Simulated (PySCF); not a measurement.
**F4Zr, SMILES `F[Zr](F)(F)F`: what the electrons do**

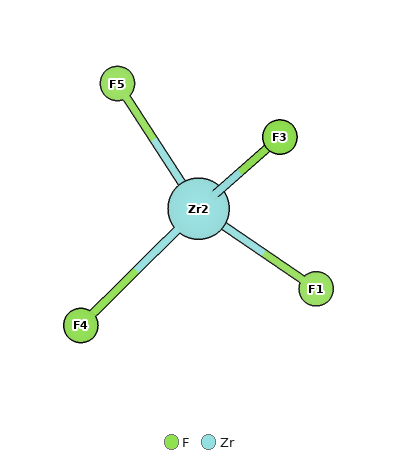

The molecule, with its atoms numbered as below. No frequency check shows the geometry to be a minimum.

Cartesian coordinates (Å):

```
F1       1.0639   -1.1223   -1.0021
Zr2      0.0001    0.0001    0.0001
F3       1.0641    1.1220    1.0018
F4      -1.0642   -1.0023    1.1218
F5      -1.0642    1.0022   -1.1220
```

Part 1: Bonding charge

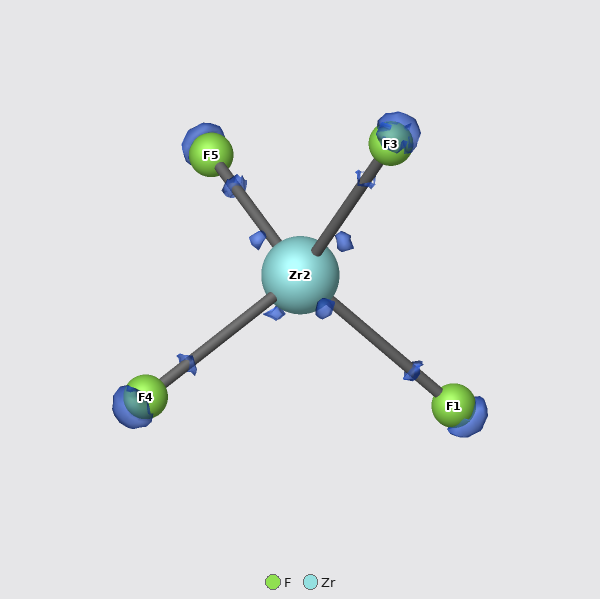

Deformation density (molecule less spherical, spin-averaged free atoms at the same positions), surfaces at ±0.3 e/Å³; blue: gain, red: loss.

Level of theory: B3LYP/def2-SVPD (PySCF), at a geometry from GFN2-xTB. Core potentials replace the inner electrons of Zr; spin–orbit coupling isn't included. This is a single-reference result, which may miss multireference character in this system.

Question: Describe the bonding that the map shows.

Answer: Zr2–F3, Zr2–F4, Zr2–F5 and F1–Zr2: +0.03 e/Å³ at the bond critical point (bond length 1.84 Å); up to 0.6 Å beside the axis the gain reaches +0.25 e/Å³. In all, 1.5 electrons gather in the regions of gain relative to the promolecule. A small or negative value marks a very polar bond, one between electron-rich atoms, whose free-atom densities already overlap strongly, a long bond to a heavier atom, or a closed-shell contact such as a hydrogen bond.

Question: Where do the Hirshfeld charges lie?

Answer: The highest Hirshfeld charge is on Zr2 (+1.02 e), the lowest on F1, F3, F4 and F5 (−0.26 e).

| atom | charge (e) |
| --- | --- |
| F1 | −0.26 |
| Zr2 | +1.02 |
| F3 | −0.26 |
| F4 | −0.26 |
| F5 | −0.26 |

Part 2: Bond critical points

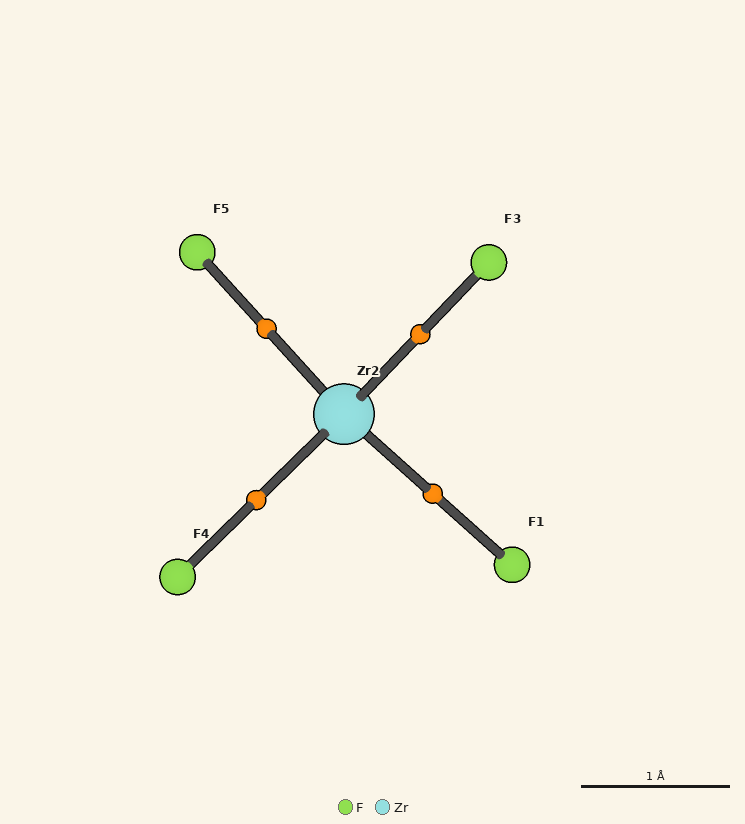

Molecular graph of the electron density (QTAIM): bond paths, bond critical points (orange), ring points (yellow, if any); weak paths are dashed.

Question: How many critical points of each kind are there, and does the count close?

Answer: 5 nuclei, 4 bond, 0 ring and 0 cage critical points: 5 − 4 + 0 − 0 = 1, as the Poincaré–Hopf relation requires.

Question: Give the properties at the bond critical points.

Answer:
```
            bond  length (Å)  ρ (a.u.)  ∇²ρ (a.u.)     ε  H (a.u.)
Zr2–F3 (4 alike)       1.842     0.151       +0.87  0.00    −0.029
```

Question: What kind of interaction is Zr2–F3?

Answer: Polar or intermediate (positive Laplacian, negative energy density H): ρ = 0.151, ∇²ρ = +0.87, H = −0.029 a.u.

Part 3: Local ionisation energy

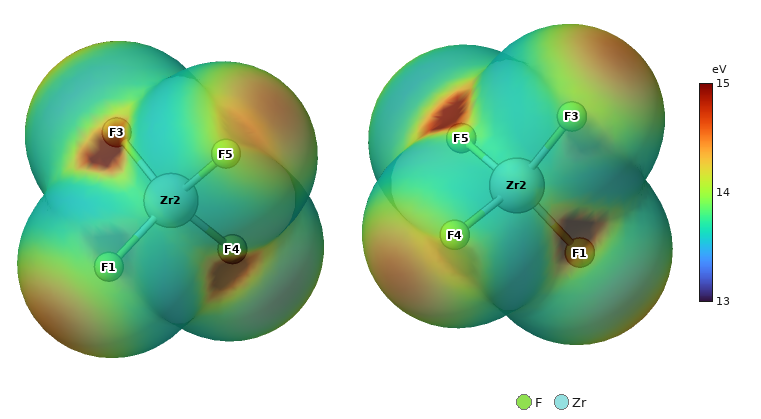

Average local ionisation energy on the surface of electron density 0.001 a.u. (back view left, front view right).

Question: Where are the most loosely bound electrons on this surface?

Answer: The lowest value is 13.6 eV, 1.7 Å from F5, and at like points elsewhere. For comparison, the highest occupied orbital lies at −12.0 eV.

Part 4: In an electric field

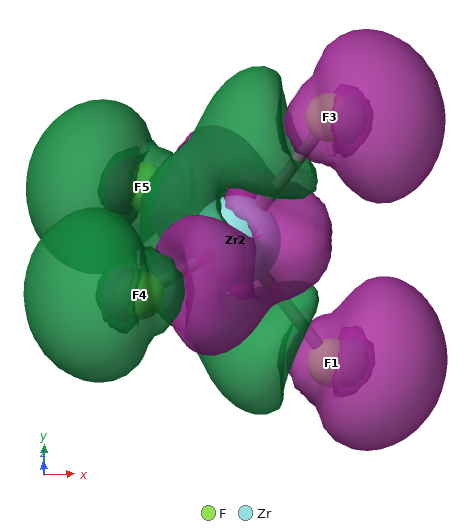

Change of the electron density in a uniform field of 0.21 V/Å, surfaces at ±0.001 e/Å³ (green: gain, purple: loss).

Question: Along which Cartesian direction does the field point?

Answer: Along +x: electrons gather on the −x side, against the field.

Question: What dipole is induced, and what polarisability does it imply?

Answer: The induced dipole is 0.34 D (along the field); α along this axis, from the fields in both directions, is 34 bohr³ (5.0 Å³).

Question: Which atoms gain and lose the most charge?

Answer: Electrons gather most on F4 and F5 alike (Hirshfeld charge changes by −0.006 e) and leave F1 and F3 alike most (+0.006 e); 0.034 electrons are displaced in all.

The PySCF runs shown took 3.7 s and 8 s on 1 thread of AMD EPYC 9R45 96-Core Processor (Zen 5) (shared host).
